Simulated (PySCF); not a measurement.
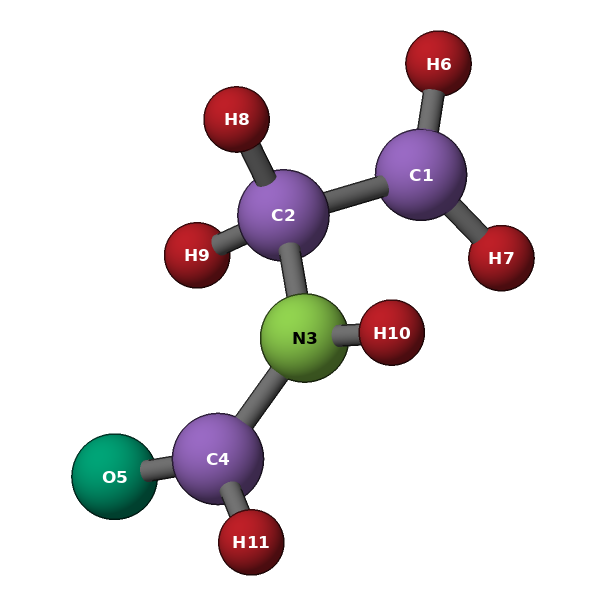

The questions are on Mulliken spin populations. The species is neutral and a spin doublet. The computed structure is the end point of a GFN2-xTB optimisation. No frequency run is at hand to confirm it as a minimum. Method: UKS B3LYP, pcH-1 on C H N O, non-relativistic (PySCF 2.14.0).

### Which atom carries the largest spin population?

C1 (1.07 e).

### Which atom has the lowest spin population?

C2 (−0.08 e); a negative value comes from spin polarisation.

List the Mulliken spin populations.

```json
{"atom": "C1", "value (e)": "1.07"}
{"atom": "C2", "value (e)": "−0.08"}
{"atom": "N3", "value (e)": "0.01"}
{"atom": "C4", "value (e)": "0.00"}
{"atom": "O5", "value (e)": "0.01"}
{"atom": "H6", "value (e)": "−0.05"}
{"atom": "H7", "value (e)": "−0.04"}
{"atom": "H8", "value (e)": "0.02"}
{"atom": "H9", "value (e)": "0.06"}
{"atom": "H10", "value (e)": "0.01"}
{"atom": "H11", "value (e)": "0.00"}
```

Mulliken values depend strongly on the basis set.
